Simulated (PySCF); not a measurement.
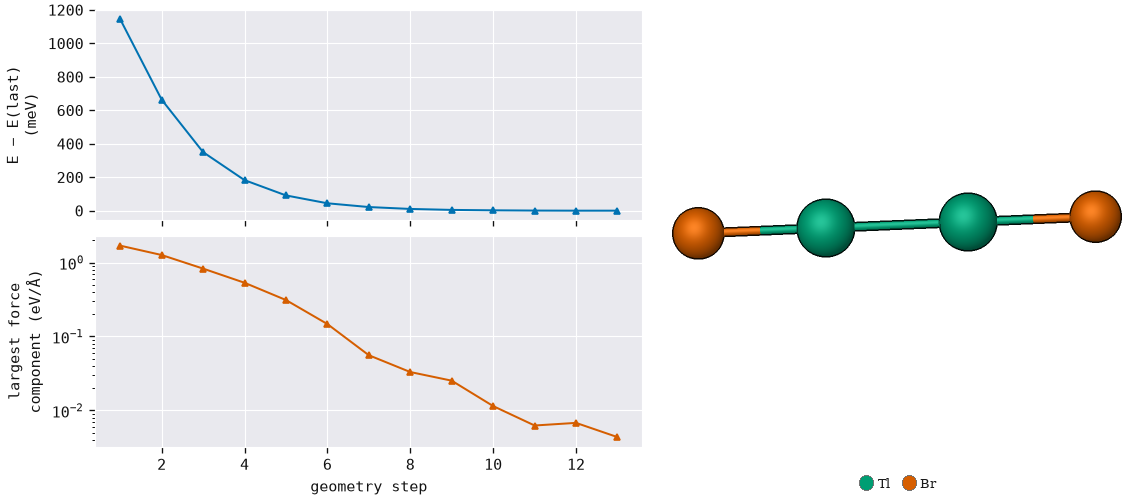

Beside the plot: the molecule at the start.

History of a geometry optimisation. The start has point group D∞h, which is kept. A held symmetry can leave a saddle point.

System: Tl2Br2 molecule.
Method: RKS-based PBE0, Tl def2-SVP with ECP60, Br def2-SVP; non-relativistic Hamiltonian with scalar-relativistic core potentials; density fitting in PySCF 2.14.0.

> How did it end, and what did it gain?

The optimisation met its thresholds at geometry 13, counting the start as the first. The energy fell by about 1100 meV from the first step to the last. The largest force component goes from about 1.7 eV/Å at the start to 4 × 10⁻³ eV/Å at the end.

> By which step was nine tenths of the energy gained?

By step 5 of 13.
